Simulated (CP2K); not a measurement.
Consider 3-methoxypyrrole at its PBE geometry (Å).

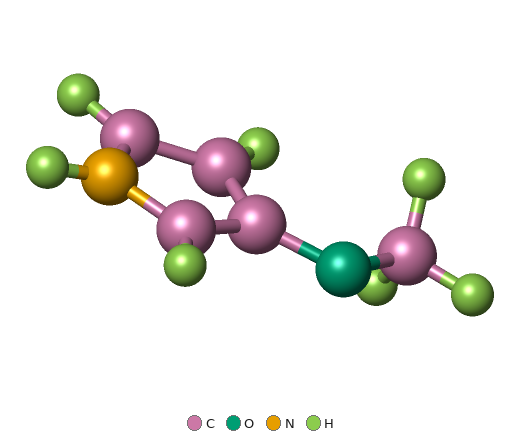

The molecule (carbon pink, oxygen teal, nitrogen orange, hydrogen green).

```xyz
14

C    -2.3511    0.2631    0.2738
O    -1.4503   -0.7888   -0.0841
C    -0.1246   -0.4262   -0.1027
C     0.4662    0.8396    0.1898
C     1.8371    0.6862    0.0285
N     2.0740   -0.6118   -0.3470
C     0.8879   -1.3159   -0.4351
H    -3.3559   -0.1710    0.2406
H    -2.1442    0.6357    1.2904
H    -2.2889    1.1022   -0.4389
H    -0.0362    1.7539    0.4821
H     2.6462    1.3953    0.1550
H     2.9880   -1.0034   -0.5314
H     0.8518   -2.3589   -0.7208
```

Method: CP2K XAS_TDP, all-electron GAPW, PBEh(45%), aug-cc-pVDZ, TDA, no relativity.

**Question.** Where do the C K-edge lines lie, and how strong are they?

Leading lines: C1 285.00 eV, C3 283.93 eV, C4 282.42 eV, C5 282.65 eV and C7 282.83 eV. The leading line of an atom is its first one with 35 % of the strongest within 2.5 eV of its lowest line over the strength cut. 

The first six lines of each atom with a strength over 0.0015:

```csv
atom,energy (eV),states,"strength, one atom"
C1 (bonded to O and 3 H),285.00,1,0.0284
,285.25,1,0.0074
,285.87,1,0.0244
,285.90,1,0.0229
,286.81,1,0.0031
,287.07,1,0.0025
C3 (bonded to 2 C and O),283.93,1,0.0581
,285.63,1,0.0047
,285.71,1,0.0057
,285.75,1,0.0078
,286.08,1,0.0022
,286.45,1,0.0028
C4 (bonded to 2 C and H),282.42,1,0.0435
,283.80,1,0.0070
,284.62,1,0.0068
,284.70,1,0.0023
,284.97,2,0.0032
,285.98,1,0.0037
"C5 (bonded to C, N and H)",282.65,1,0.0521
,284.49,1,0.0099
,285.40,1,0.0021
,285.69,1,0.0016
,286.02,1,0.0029
,286.46,1,0.0019
"C7 (bonded to C, N and H)",282.83,1,0.0452
,284.27,1,0.0086
,285.15,1,0.0030
,285.35,1,0.0016
,285.74,1,0.0025
,286.01,1,0.0048
```

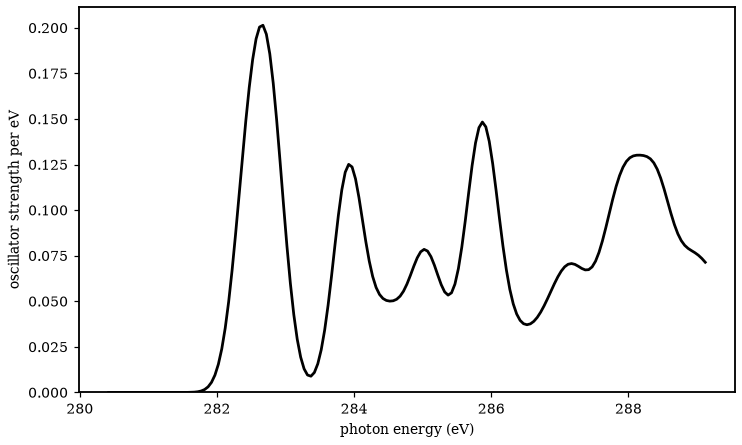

All atoms added, broadened by 0.5 eV.

Lines are vertical, at one geometry, with no vibrational structure. Without a correction of the core level, line positions, and the gaps between valence and Rydberg lines, follow the share of exact exchange. At this level such K lines come out 3 to 6 eV under measured ones. These values hold no scalar relativity, about 0.1 eV for C 1s. Rydberg lines, and the discretised continuum above threshold, depend on the basis and the box.

[Banner, clock and machine lines of the logs are left out without a mark of their own.]

[Logs are printed without paths, hosts, clocks, repeated set-up lines and the standing remarks that a program may print on its own settings, such as how far it seeks lower states.]

[Hosts, paths, dates, database ids (printed as entryN), source tags and the programs' standing remarks are cut or masked in the printed files.]
